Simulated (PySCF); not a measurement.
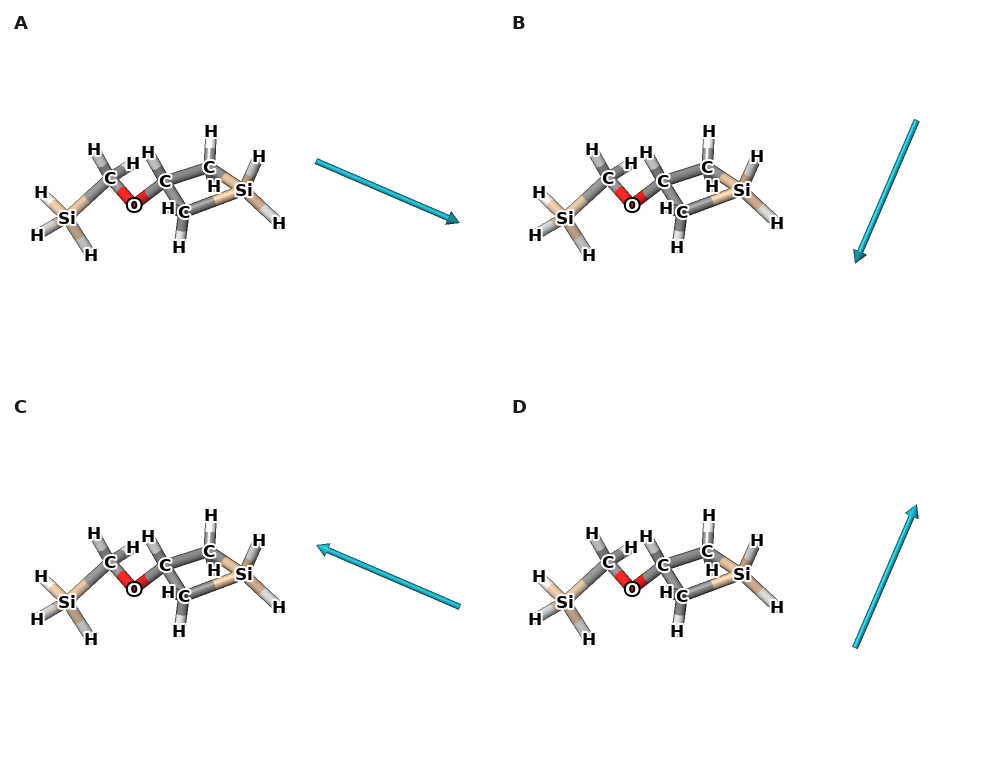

The same molecule four times, each with an arrow. The computed structure is the end point of a GFN2-xTB optimisation. No frequency run is at hand to confirm it as a minimum. Level of theory: CAM-B3LYP/def2-SVPD, gas phase (PySCF 2.14.0).

Which arrow points along the dipole moment, from the negative to the positive end?

D. The dipole moment is 1.29 D.

The geometry is semi-empirical. Around Si such bond lengths and angles can be off by a tenth of an ångström or more and by several degrees, and values that hang on the shape move with them.
